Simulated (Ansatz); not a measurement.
## HgTe, response to strain

Consider HgTe in the zinc blende structure (space group F-43m, No. 216).

```cif
data_Hg4Te4
_chemical_formula_sum 'Te4 Hg4'
_space_group_name_H-M_alt 'F-43m'
_space_group_IT_number 216
_space_group_name_Hall 'F -4 2 3'
_cell_length_a 6.57315
_cell_length_b 6.57315
_cell_length_c 6.57315
_cell_angle_alpha 90.000
_cell_angle_beta 90.000
_cell_angle_gamma 90.000
loop_
_atom_site_label
_atom_site_type_symbol
_atom_site_symmetry_multiplicity
_atom_site_Wyckoff_symbol
_atom_site_fract_x
_atom_site_fract_y
_atom_site_fract_z
_atom_site_occupancy
Te1 Te 4 d 0.75000 0.75000 0.75000 1
Hg1 Hg 4 a 0.00000 0.00000 0.00000 1
```
(The calculation used a cell of 2 atoms; values per cell refer to that cell.)

Strains are applied to the cell and any free atomic positions relax.

Calculations: r2SCAN/PAW in Ansatz (a program for electronic structure), scalar-relativistic without spin-orbit coupling.

Notes on the quantities. energy relative to the base: free energy F.

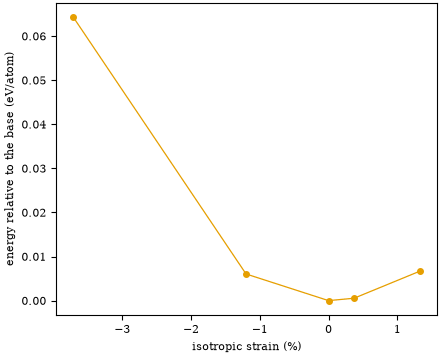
Fig. 1. Energy relative to the base against isotropic strain

```csv
isotropic strain (%),energy relative to the base
-3.71,+64 meV/atom
-1.2,+6.0 meV/atom
0.37,+0.5 meV/atom
1.33,+6.7 meV/atom
```

A case with no gap was solved on a k-mesh chosen for an insulator, which is coarse for it. Stability against distortions was not tested. All final runs are without spin polarisation.
